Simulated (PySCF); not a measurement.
SMILES C[C](C)C(=O)O, doublet at its B3LYP/def2-SVP optimised geometry (Å):

```
13

C      0.7791     1.3235    -0.0047
C     -0.1118     0.1235     0.0000
C     -1.5947     0.2663    -0.0043
C      0.4590    -1.2179     0.0000
O     -0.1789    -2.2576    -0.0001
O      1.8199    -1.2179     0.0000
H      1.4094     1.3507    -0.9125
H      1.4862     1.3026     0.8433
H      0.2006     2.2576     0.0427
H     -2.0881    -0.7141    -0.0106
H     -1.9390     0.8352     0.8803
H     -1.9334     0.8446    -0.8849
H      2.0881    -2.1513     0.0009
```

Method: unrestricted B3LYP/def2-TZVP (PySCF 2.14.0).

Map of the Laplacian of the electron density (e/bohr⁵) on the plane z = 0.6 Å:

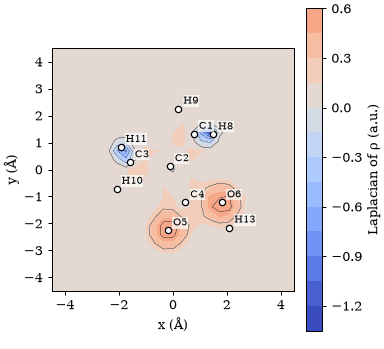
Fig. 1. Laplacian of the electron density (e/bohr⁵) on the plane z = 0.6 Å.
